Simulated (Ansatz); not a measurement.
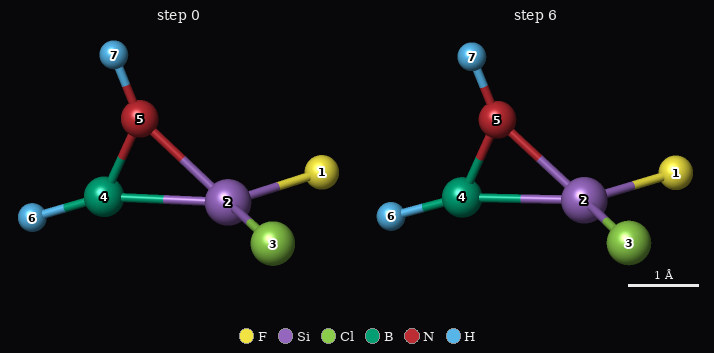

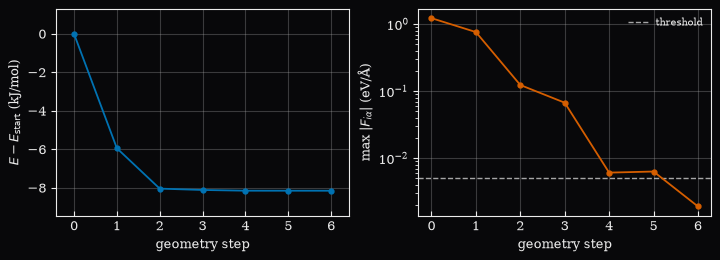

First and last geometry of a relaxation of BSiNH2ClF, with the history of the run. The picture is a ball-and-stick view, seen at a tilt.

The start comes from PBE-D4/def2-SVP.

The calculation used Ansatz 0.2.0, RKS PBE0-D4/def2-TZVP.

Input
```yaml
crystal:
  periodic: [false, false, false]
  atoms:
    - {symbol: F, position_ang: [-0.426487, -2.224643, -0.224521]}
    - {symbol: Si, position_ang: [-0.020852, -0.793650, 0.454133]}
    - {symbol: Cl, position_ang: [1.478663, -1.249301, 1.803298]}
    - {symbol: B, position_ang: [-0.770996, 0.922984, 0.029308]}
    - {symbol: N, position_ang: [0.356184, 0.486408, -0.696126]}
    - {symbol: H, position_ang: [-1.481213, 1.899441, 0.039476]}
    - {symbol: H, position_ang: [0.925901, 0.890660, -1.451267]}
basis:
  gaussian: {orbitals: def2-TZVP}
hamiltonian: {xc: pbe0, dispersion: d4}
relax: {f_tol: 0.005, max_steps: 150}
```

Question: Read the history and describe the run.

Answer: It converged. The largest move after the best rigid fit is that of F1, 0.050 Å. By element the largest moves are F 0.050 Å, Cl 0.039 Å, H 0.035 Å, Si 0.033 Å, B 0.019 Å, N 0.017 Å. Among the contacts that change: F1–Si2 1.635 → 1.589 Å, Si2–N5 1.762 → 1.717 Å, Si2–Cl3 2.068 → 2.036 Å, Si2–B4 1.921 → 1.896 Å. Among the angles between lasting bonds that change: Si2–B4–H6 161.9° → 164.3°. After 6 geometry steps the energy has fallen by 8.15 kJ/mol. Largest force component: 1.2 eV/Å at the start, 0.0019 eV/Å at the end. The run took of the order of 2 core-minutes on a shared host.
